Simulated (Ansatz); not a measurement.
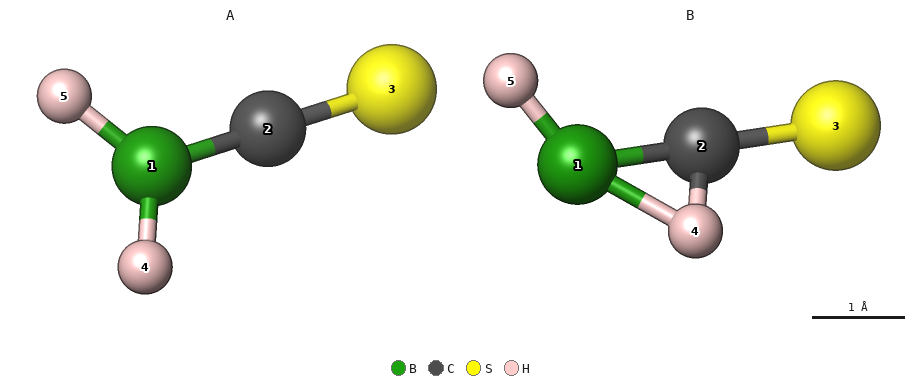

Two geometries of CH2BS (multiplicity 2), drawn at one scale. One is the start of a relaxation, the other its converged end. The picture is a ball-and-stick view, seen at a tilt.

All numbers below come from UKS PBE-D4/def2-SVP in Ansatz. (collinear spin; force threshold 0.02 eV/Å; at most 50 steps)

> Which one is relaxed?

Structure A is the relaxed one. The run prepares an end point of a later path (hydrogen shift) calculation, from a guessed geometry. After 11 accepted moves (12 points after the start) the energy has fallen by 58.8 kcal/mol. Largest force component: 4.3 eV/Å at the start, 0.017 eV/Å at the end. The line search rejected the trial step at point 7 of the run. The largest move after the best rigid fit is that of H4, 1.15 Å. Largest moves by element: H 1.15 Å, S 0.52 Å, B 0.37 Å, C 0.37 Å. Near-neighbour distances that change, for instance: C2–H4 1.090 → 2.316 Å, B1–H4 1.475 → 1.218 Å, B1–H5 1.169 → 1.217 Å, B1–C2 1.440 → 1.467 Å. Bonds break: C2–H4 (1.09 → 2.32 Å). Among the angles between lasting bonds that change: C2–B1–H4 43.9° → 119.0°, H4–B1–H5 156.7° → 121.5°. The run took roughly 26 core-seconds on a shared host.
